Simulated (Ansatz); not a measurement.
# BeSe (zinc blende), energy over volume and axial ratio

BeSe (zinc blende)

```cif
data_Be4Se4
_chemical_formula_sum 'Se4 Be4'
_space_group_name_H-M_alt 'F-43m'
_space_group_IT_number 216
_space_group_name_Hall 'F -4 2 3'
_cell_length_a 5.17778
_cell_length_b 5.17778
_cell_length_c 5.17778
_cell_angle_alpha 90.000
_cell_angle_beta 90.000
_cell_angle_gamma 90.000
loop_
_atom_site_label
_atom_site_type_symbol
_atom_site_symmetry_multiplicity
_atom_site_Wyckoff_symbol
_atom_site_fract_x
_atom_site_fract_y
_atom_site_fract_z
_atom_site_occupancy
Se1 Se 4 c 0.25000 0.25000 0.25000 1
Be1 Be 4 a 0.00000 0.00000 0.00000 1
```
(The calculation used a cell of 2 atoms; values per cell refer to that cell.)

Grid over V/V₀ and (c/a)/(c/a)₀, subscript 0 meaning the relaxed cell; the conventional c axis lies along z; no internal relaxation.

Method: PBE (plane waves to 420 eV, PAW, scalar-relativistic; Ansatz, a quantum-chemistry and plane-wave program). k mesh 11×11×11 (Γ-centred), Fermi-Dirac smearing 0.05 eV. Energies are smeared free energies. BeSe was relaxed with its symmetry unable to fall. The zero of ΔE is the relaxed starting cell.

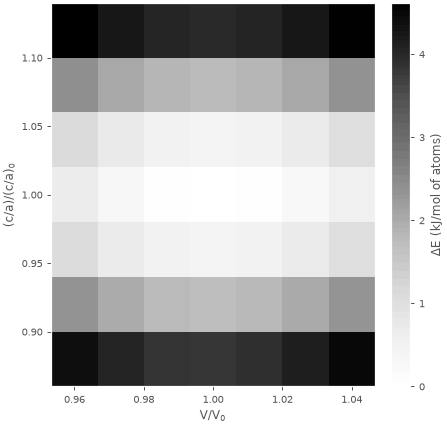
Figure: ΔE (kJ/mol of atoms) over the 7×7 grid of computed points.

The shear modulus C′ = (C11 − C12)/2 (fit, atoms clamped) is 39 GPa. Lowest place on the grid: V/V₀ = 1.000, (c/a)/(c/a)₀ = 1.000 (0.0 meV/atom). Highest place on the grid: V/V₀ = 0.960, (c/a)/(c/a)₀ = 1.120 (47.9 meV/atom).

Near the relaxed cell σzz − σxx = −2Cδ (compression positive), C being this modulus and δ the logarithm of the ratio.

(A scan under strain: stresses follow from slopes of the energy per volume, elastic moduli from its curvatures.)
